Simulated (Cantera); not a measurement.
A closed system holds: 1 mol NF3, 1.1 mol O2, 2.7 mol N2, at 0.100 bar.

Method: chemical equilibrium by Gibbs-energy minimisation in Cantera with the NASA 1993 tables (ideal gas, pure condensed phases). Ions and electrons are included (thermal ionisation). The numbers say what is thermodynamically allowed, not how fast it happens.

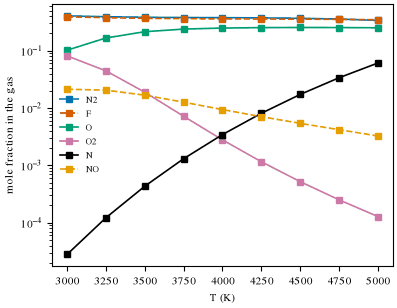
Equilibrium gas composition (values under 1e-9 drawn at 1e-9)

From 3000 K to 5000 K nothing is condensed.
